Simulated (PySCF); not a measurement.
**C2H6ClGa (GaMe2Cl): SVWN5/6-31G(d) (spherical functions)**

Aim: the vertical ionisation energy of C2H6ClGa (GaMe2Cl) at SVWN5/6-31G* (spherical functions), from 2 runs. Input form: a Python script.

Program for the calculation: PySCF 2.14.0.

7 further runs of the same task are left out: 6 that didn't finish, 1 set aside as unsound or not needed.

**1. The structure to begin with**

C2H6ClGa: 10 atoms, total charge 0, spin state singlet. As SMILES, `[CH3][Ga]([CH3])[Cl]`. Geometry: a GFN2-xTB relaxation, a rough one for these elements and not checked as a minimum.

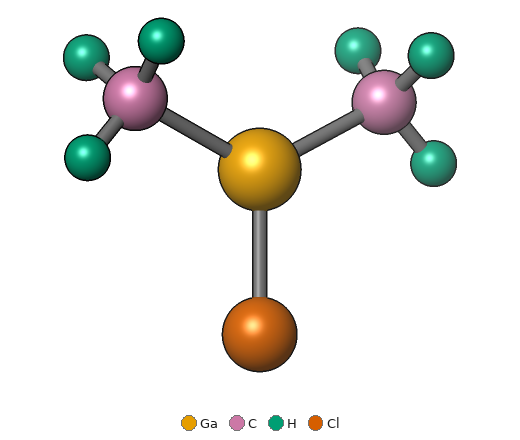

Viewed from a chosen angle; gallium amber, carbon pink, hydrogen teal, chlorine orange.

**2. The energy at SVWN5/6-31G(d) (spherical functions)**

File input.py:

```python
from pyscf import gto, dft

mol = gto.M(
    atom='''
Ga    -0.300830    -0.511420    -0.001430
C      1.737700    -0.684690    -0.001770
H      2.167080    -0.270020     0.913430
H      2.179740    -0.152680    -0.847110
H      2.011930    -1.740390    -0.068280
C     -1.443570     1.185100     0.004990
H     -1.319860     1.742920    -0.926480
H     -1.168460     1.847240     0.828990
H     -2.496610     0.911100     0.109040
Cl    -1.367130    -2.327180    -0.011380
''',
    max_memory=40,
    verbose=3,
    basis='6-31g*',
    charge=0,
)

ks = dft.RKS(mol, xc='svwn')
ks.grids.level = 4
ks.conv_tol = 1e-08
ks.max_cycle = 60
ks.direct_scf_tol = 1e-08
ks.kernel()

e_final = ks.e_tot
print('E(%s) = %.9f' % ('SVWN5', e_final))
```

The run is started by

```
$ OMP_NUM_THREADS=1 python input.py
```

Output:

```text
converged SCF energy = -2459.35647943122
E(SVWN5) = -2459.356479431
```

Wall time 52 s (1 thread of Arm Neoverse V1, shared host); peak memory 0.17 GiB.

**3. The doublet cation**

File job.py:

```python
from pyscf import gto, dft

mol = gto.M(
    atom='''
Ga      -0.300830      -0.511420      -0.001430
C        1.737700      -0.684690      -0.001770
H        2.167080      -0.270020       0.913430
H        2.179740      -0.152680      -0.847110
H        2.011930      -1.740390      -0.068280
C       -1.443570       1.185100       0.004990
H       -1.319860       1.742920      -0.926480
H       -1.168460       1.847240       0.828990
H       -2.496610       0.911100       0.109040
Cl      -1.367130      -2.327180      -0.011380
''',
    charge=1,
    verbose=3,
    basis='6-31g*',
    max_memory=40,
    spin=1,
)

ks = dft.UKS(mol)
ks.xc = 'svwn'
ks.grids.level = 4
ks.direct_scf_tol = 1e-08
ks.max_cycle = 60
ks.conv_tol = 1e-08
ks.kernel()

etot = ks.e_tot
print('Final energy', etot)
```

The run is started by

```
$ OMP_NUM_THREADS=1 python job.py
```

Output:

```text
converged SCF energy = -2459.01068148175  <S^2> = 0.75200886  2S+1 = 2.0020079
Final energy -2459.0106814817486
```

Wall time 34 s (1 thread of Arm Neoverse V1, shared host); peak memory 0.17 GiB.

**4. What came out**

At SVWN5/6-31G* (spherical functions):

```
                                          quantity           value
                    singlet C2H6ClGa: total energy  -2459.35648 Eh
                   singlet C2H6ClGa: dipole moment          2.43 D
                     singlet C2H6ClGa: HOMO energy        -6.44 eV
                     singlet C2H6ClGa: LUMO energy        -1.88 eV
                   singlet C2H6ClGa: HOMO–LUMO gap         4.56 eV
                      doublet cation: total energy  -2459.01068 Eh
doublet cation: HOMO energy (highest over α and β)       -12.98 eV
 doublet cation: LUMO energy (lowest over α and β)       -12.39 eV
                              doublet cation: ⟨S²⟩           0.752
vertical ionisation energy (to the doublet cation)        9.410 eV
```

In words: The vertical ionisation energy comes to 9.41 eV (217 kcal/mol). −ε(HOMO) before ionisation, 6.44 eV, is 2.97 eV below this ionisation energy. Mulliken charges (doublet cation) run from -0.58 on C2 to +0.29 on H5.
